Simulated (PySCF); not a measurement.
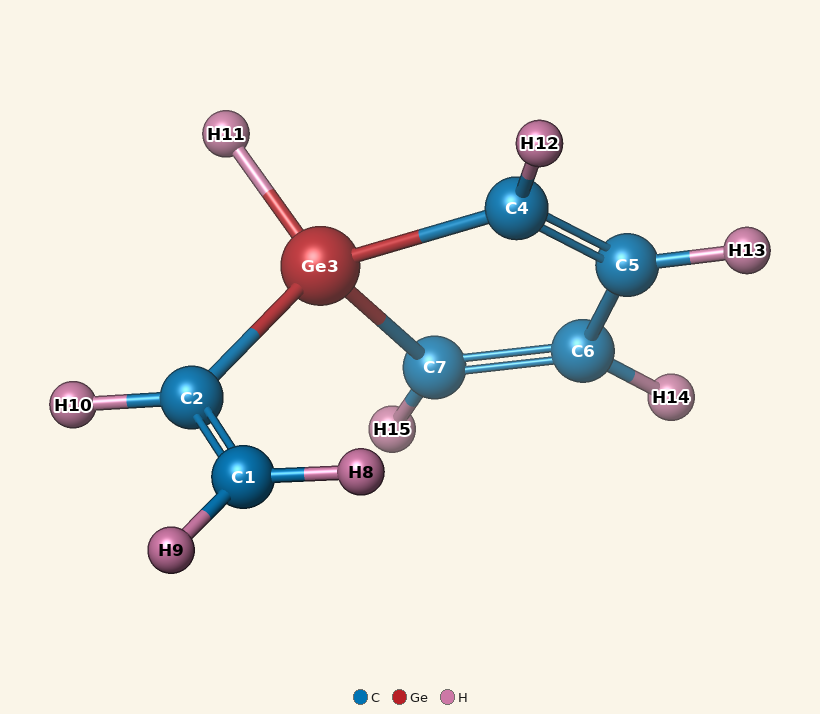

Depth is shown by fading: the farther an atom, the more it takes the colour of the background. The computed structure is the end point of a GFN2-xTB optimisation. No frequency run is at hand to confirm it as a minimum.

Question: How is the 5-membered ring Ge3–C4–C5–C6–C7 puckered?

Answer: It is planar. The Cremer–Pople amplitude Q is 0.01 Å.

Question: Give the torsion angles round the ring, beginning with the bond from its second to its third atom.

Answer: 1°, 0°, −1°, 1°, −1°.
